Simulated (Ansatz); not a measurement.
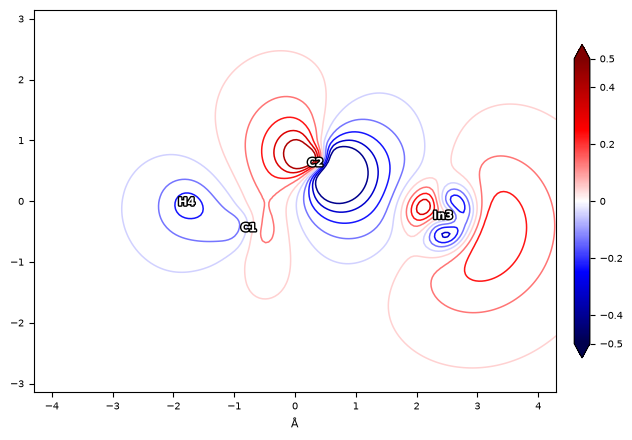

The picture shows: C2H5In. One frontier orbital on the plane of atoms C1, C2 and In3 (values in Å⁻³ᐟ²; the overall sign is arbitrary).

Geometry: r2SCAN-D4/def2-SVP; core potentials replace the inner electrons of In.

Computed with isolated molecule in a Gaussian basis; Kohn-Sham density functional theory, functional PBE0 in Ansatz.

```xyz
8

C     0.6975    1.1696   -0.0140
C    -0.3081    0.1703   -0.5921
In   -0.8027   -1.5322    0.8306
H     0.9375    1.9979   -0.7074
H     1.6607    0.6914    0.2400
H     0.3287    1.6418    0.9144
H     0.0757   -0.2636   -1.5367
H    -1.2516    0.6835   -0.8650
```

### Which orbital is it: HOMO or LUMO?

The HOMO, at −5.19 eV. It lies mainly on In3 (about 55 %) and C2 (about 30 %).
